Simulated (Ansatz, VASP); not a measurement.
# Cross-check of BaCuTeS between VASP and Ansatz

One calculation is typed for both programs; each brings its own data sets and cutoff. How far apart do they land? The cell is invented: As first built, before any earlier steps moved the atoms: it takes the BaCuS2 structure with some of its atoms replaced by other elements, volume scaled by an estimate. It may not be a known or stable phase. The cell comes out of earlier VASP steps on this material, which relaxed, scaled or displaced it; both programs get it as it stands.

Calculated with Ansatz 0.2.0; plane waves, with VASP 6.6.1 beside it; relaxation of cell and atoms at PBEsol.

**1. Starting point**

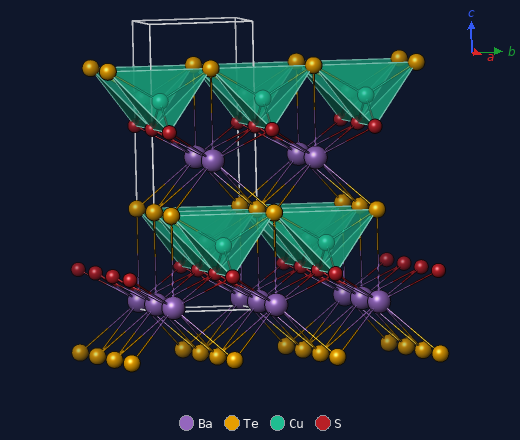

Start, viewed slightly off an axis; barium purple, tellurium orange, copper teal, sulfur red. 2×2×1 cells are drawn. This picture shows the conventional cell, with its axes. Some periodic images of atoms are drawn too.

Coordinates:

```xyz
4
Lattice="-1.9254 2.1856 6.0191 1.9254 -2.1856 6.0191 1.9254 2.1856 -6.0191" Properties=species:S:1:pos:R:3 pbc="T T T"
Ba    0.0000    0.0000   11.7029
Te    0.0000    0.0000    7.8546
Cu    1.9254    0.0000    3.1503
S     0.0000    0.0000    4.3780
```

**2. VASP: relaxation of cell and atoms, PBEsol**

The relaxed volume is the usual yardstick between codes: its relative difference is about their pressure difference at one cell divided by the bulk modulus.

Lines of VASP's logs that name or quote its potential files are left out, and so is its time.

INCAR reads:

```
SYSTEM = BaCuTeS
PREC = Accurate
ENCUT = 400
EDIFF = 1E-06
NELM = 100
ISMEAR = -1
SIGMA = 0.05
LREAL = .FALSE.
ALGO = Normal
GGA = PS
NBANDS = 22
LORBIT = 11
LWAVE = .FALSE.
LCHARG = .FALSE.
KPAR = 2
IBRION = 2
NSW = 60
ISIF = 3
EDIFFG = -0.01
```

POSCAR reads:

```
BaCuTeS
1.0
   -1.9253954439      2.1856361473      6.0190624853
    1.9253954439     -2.1856361473      6.0190624853
    1.9253954439      2.1856361473     -6.0190624853
Ba Te Cu S
1 1 1 1
Direct
    0.9721561820      0.9721561820      0.0000000000
    0.6524787410      0.6524787410      0.0000000000
    0.2616909618      0.7616909618      0.5000000000
    0.3636741152      0.3636741152      0.0000000000
```

KPOINTS reads:

```
Automatic mesh
0
Gamma
7 7 7
0 0 0
```

The projector-augmented-wave data sets are Ba_sv, Te, Cu and S (PBE family, release 64).

The run is started by

```bash
mpirun -np 2 vasp_std
```

Numbers of over 12 decimals in the logs are rounded to 6 here.

What it wrote:

```text
[banner, memory and clock lines left out]
running    2 mpi-ranks, on    1 nodes
 distrk:  each k-point on    1 cores,    2 groups
 distr:  one band on    1 cores,    1 groups

 POSCAR found type information on POSCAR BaTeCuS
 POSCAR found :  4 types and       4 ions
|                                                                             |
|               ----> ADVICE to this user running VASP <----                  |
|                                                                             |
|     You enforced a specific xc type in the INCAR file but a different       |
|     [... a line on the potential file left out ...]
|     I HOPE YOU KNOW WHAT YOU ARE DOING!                                     |
|                                                                             |

 LDA part: xc-table for (Slater+PW92), standard interpolation
 POSCAR, INCAR and KPOINTS ok, starting setup
 FFT: planning ... GRIDC
 FFT: planning ... GRID_SOFT
 FFT: planning ... GRID
 WAVECAR not read
 entering main loop
       N       E                     dE             d eps       ncg     rms          rms(c)
DAV:   1     0.221572343451E+03    0.22157E+03   -0.11532E+04  2816   0.119E+03
DAV:   2     0.280360092937E+01   -0.21877E+03   -0.20707E+03  3002   0.289E+02
DAV:   3    -0.195945790929E+02   -0.22398E+02   -0.21185E+02  3934   0.985E+01
DAV:   4    -0.207632069288E+02   -0.11686E+01   -0.11614E+01  4086   0.201E+01
DAV:   5    -0.208095999510E+02   -0.46393E-01   -0.46352E-01  4168   0.396E+00    0.170E+01
DAV:   6    -0.250787115477E+02   -0.42691E+01   -0.79873E+01  3528   0.217E+02    0.151E+01
DAV:   7    -0.187446214434E+02    0.63341E+01   -0.19456E+01  3338   0.117E+02    0.682E+00
DAV:   8    -0.182086944170E+02    0.53593E+00   -0.61896E+00  4404   0.632E+01    0.350E+00
DAV:   9    -0.183049270110E+02   -0.96233E-01   -0.18565E+00  4194   0.376E+01    0.251E+00
DAV:  10    -0.182065505340E+02    0.98376E-01   -0.41059E-01  3964   0.216E+01    0.561E-01
DAV:  11    -0.182128171741E+02   -0.62666E-02   -0.57176E-02  4560   0.348E+00    0.671E-01
DAV:  12    -0.182122940419E+02    0.52313E-03   -0.52211E-03  4540   0.134E+00    0.187E-01
DAV:  13    -0.182124043618E+02   -0.11032E-03   -0.16017E-03  4544   0.108E+00    0.102E-01
DAV:  14    -0.182122952894E+02    0.10907E-03   -0.78245E-04  4486   0.845E-01    0.828E-02
DAV:  15    -0.182122949501E+02    0.33928E-06   -0.68514E-05  4056   0.601E-02    0.260E-02
DAV:  16    -0.182122939571E+02    0.99305E-06   -0.16708E-06  2776   0.208E-02
   1 F= -.18212294E+02 E0= -.18203890E+02  d E =-.182123E+02
[... from here on, the cycles between the ionic steps are left out ...]
   2 F= -.18212282E+02 E0= -.18203864E+02  d E =0.121793E-04
   3 F= -.18212352E+02 E0= -.18203937E+02  d E =-.581732E-04
   4 F= -.18212375E+02 E0= -.18203963E+02  d E =-.814410E-04
   5 F= -.18212695E+02 E0= -.18204306E+02  d E =-.319820E-03
   6 F= -.18212872E+02 E0= -.18204512E+02  d E =-.496314E-03
   7 F= -.18212840E+02 E0= -.18204556E+02  d E =-.464515E-03
   8 F= -.18212926E+02 E0= -.18204600E+02  d E =-.550740E-03
   9 F= -.18213042E+02 E0= -.18204658E+02  d E =-.115989E-03
  10 F= -.18213051E+02 E0= -.18204648E+02  d E =-.124363E-03
  11 F= -.18213052E+02 E0= -.18204642E+02  d E =-.125915E-03
 curvature:  -1.46 expect dE=-0.270E-04 dE for cont linesearch -0.661E-07
 trial: gam= 0.02836 g(F)=  0.174E-04 g(S)=  0.105E-05 ort = 0.304E-05 (trialstep = 0.140E+01)
 search vector abs. value=  0.188E-04
 bond charge predicted
       N       E                     dE             d eps       ncg     rms          rms(c)
DAV:   1    -0.182130940062E+02   -0.42026E-04   -0.27424E-03  4170   0.490E-01    0.480E-02
DAV:   2    -0.182131065163E+02   -0.12510E-04   -0.45083E-04  3872   0.640E-01    0.417E-02
DAV:   3    -0.182130731401E+02    0.33376E-04   -0.15930E-04  3714   0.431E-01    0.112E-02
DAV:   4    -0.182130722046E+02    0.93544E-06   -0.14721E-05  3962   0.297E-02    0.800E-03
DAV:   5    -0.182130716009E+02    0.60374E-06   -0.10710E-06  1804   0.373E-02
  12 F= -.18213072E+02 E0= -.18204658E+02  d E =-.195476E-04
 trial-energy change:   -0.000020  1 .order   -0.000019   -0.000026   -0.000013
 step:   2.7303(harm=  2.7303)  dis= 0.00166  next Energy=   -18.213077 (dE=-0.254E-04)
 reached required accuracy - stopping structural energy minimisation
```

OUTCAR, selected parts (step 2):

```text
ion  position               nearest neighbor table
   1  0.972  0.972  0.000-   4 3.19   4 3.19   4 3.19   4 3.19   3 3.35   3 3.35   2 3.63   2 3.63
                             2 3.63   2 3.63   2 3.85
   2  0.652  0.652  0.000-   3 2.55   3 2.55   1 3.63   1 3.63   1 3.63   1 3.63   1 3.85
   3  0.262  0.762  0.500-   4 2.28   4 2.28   2 2.55   2 2.55   1 3.35   1 3.35
   4  0.364  0.364  0.000-   3 2.28   3 2.28   1 3.19   1 3.19   1 3.19   1 3.19

  LATTYP: Found a body centered orthorhombic cell.
 ALAT       =     3.8507908878
 B/A-ratio  =     1.1351622100
 C/A-ratio  =     3.1261435174

 Subroutine GETGRP returns: Found  4 space group operations
 (whereof  4 operations were pure point group operations)

The static configuration has the point symmetry C_2v.

 Found     64 irreducible k-points:

   k-points           NKPTS =     64   k-points in BZ     NKDIM =     64   number of bands    NBANDS=     22

   dimension x,y,z NGX =    48 NGY =   48 NGZ =   48
   dimension x,y,z NGXF=    96 NGYF=   96 NGZF=   96

   ENCUT  =  400.0 eV  29.40 Ry    5.42 a.u.  10.90 10.90 10.90*2*pi/ulx,y,z

   NELECT =      33.0000    total number of electrons

 k-points in reciprocal lattice and weights: Automatic mesh
   0.00000000  0.00000000  0.00000000       0.003
   0.14285714  0.00000000 -0.00000000       0.012
   0.28571429  0.00000000 -0.00000000       0.012
   0.42857143  0.00000000 -0.00000000       0.012
   0.00000000  0.14285714  0.00000000       0.012
   0.14285714  0.14285714 -0.00000000       0.023
   0.28571429  0.14285714 -0.00000000       0.023
   0.42857143  0.14285714 -0.00000000       0.023
  -0.42857143  0.14285714  0.00000000       0.023
[...]
0.42857143 -0.42857143  0.42857143       0.006
  -0.42857143 -0.42857143  0.42857143       0.006

 average (electrostatic) potential at core
       1 -34.7432       2 -89.0816       3 -66.1663       4 -86.4529

 E-fermi :   4.5836

 k-point     1 :       0.0000    0.0000    0.0000
  band No.  band energies     occupation
    ...
     11       1.9751      2.00000
     12       2.1056      2.00000
     13       2.2737      2.00000
     14       3.5394      2.00000
     15       4.5117      1.61643
     16       5.2945      0.00000
     17       5.4084      0.00000
     18       5.5061      0.00000
     19       7.2892      0.00000
     20       8.7164      0.00000
    ...

 k-point     2 :       0.1429    0.0000   -0.0000
  band No.  band energies     occupation
    ...
     11       1.7994      2.00000
     12       2.0681      2.00000
     13       2.3598      2.00000
     14       3.6350      2.00000
     15       3.8581      2.00000
     16       5.2048      0.00001
     17       5.2102      0.00001
     18       5.9777      0.00000
     19       8.1359      0.00000
     20       8.4176      0.00000
    ...

 k-point     3 :       0.2857    0.0000   -0.0000
  band No.  band energies     occupation
    ...
     11       1.7350      2.00000
     12       1.9977      2.00000
     13       2.2990      2.00000
     14       3.3069      2.00000
     15       3.7853      2.00000
     16       4.7877      0.03323
     17       5.1428      0.00003
     18       6.6668      0.00000
     19       7.8984      0.00000
     20       8.9628      0.00000
    ...

  Total       -0.0109228     -0.0115852     -0.0016747      0.0000000      0.0000000      0.0000000
  in kB       -0.1725367     -0.1830000     -0.0264531      0.0000000      0.0000000      0.0000000
  external PRESSURE =      -0.1273299 kB  Pullay stress =       0.0000000 kB

  energy-cutoff  :      400.00
  volume of cell :      101.43
      direct lattice vectors                 reciprocal lattice vectors
    -1.916942514  2.180616254  6.066149692     0.000000000  0.229292980  0.082424606
     1.916942514 -2.180616254  6.066149692     0.260832026  0.000000000  0.082424606
     1.916942514  2.180616254 -6.066149692     0.260832026  0.229292980  0.000000000

 POSITION                                       TOTAL-FORCE (eV/Angst)
 -----------------------------------------------------------------------------------
      0.00000      0.00000     11.79394        -0.000000      0.000000     -0.006982
      0.00000      0.00000      7.92041         0.000000     -0.000000     -0.003741
      1.91694     -0.00000      3.17545         0.000000      0.000000      0.004550
      0.00000      0.00000      4.40788        -0.000000      0.000000      0.006173
 -----------------------------------------------------------------------------------
    total drift:                                0.000001      0.000000      0.000251

  FREE ENERGIE OF THE ION-ELECTRON SYSTEM (eV)
  ---------------------------------------------------
  free  energy   TOTEN  =       -18.2130716009 eV

  energy  without entropy=      -18.1962450088  energy(sigma->0) =      -18.20465830

 reached required accuracy - stopping structural energy minimisation

 total charge
# of ion       s       p       d       tot
------------------------------------------
    1        2.005   5.586   0.333   7.924
    2        1.365   1.997   0.033   3.394
    3        0.415   0.409   9.188  10.012
    4        1.322   2.364   0.000   3.686
--------------------------------------------------
tot          5.107  10.356   9.553  25.016

[... 3 further parts left out ...]
```

(Part 1 of 2 ends here.)

[Lines on the potential files, build, host, timing and source positions are cut from VASP's logs without a mark.]

[Logs are printed without paths, hosts, clocks, repeated set-up lines and the standing remarks that a program may print on its own settings, such as how far it seeks lower states.]

[Hosts, paths, dates, database ids (printed as entryN), source tags and the programs' standing remarks are cut or masked in the printed files.]
